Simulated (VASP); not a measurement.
Band structure of SiO2 (space group I-42d). Level of theory: PBEsol GGA, VASP's PBE PAW potentials (set 64) (plane waves; VASP 6.6.1).

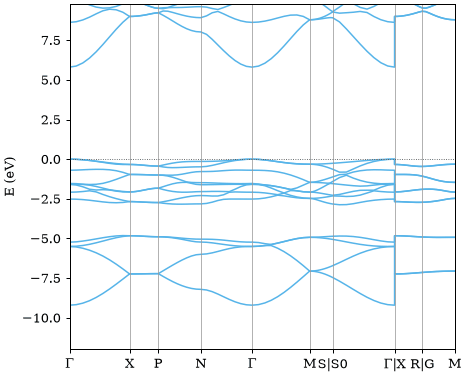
Figure. Bands along high-symmetry lines, zero at the valence-band maximum or, without a gap, the Fermi level

Read the plot: is there a gap, and where are the band edges?

The gap is direct, 5.80 eV, from the valence maximum at Γ to the conduction minimum at Γ. (Edges off the drawn lines would not show.)

The structure comes from a computed database's SiO2 entry (I-42d); how it stands against other phases isn't given here. It was relaxed first.
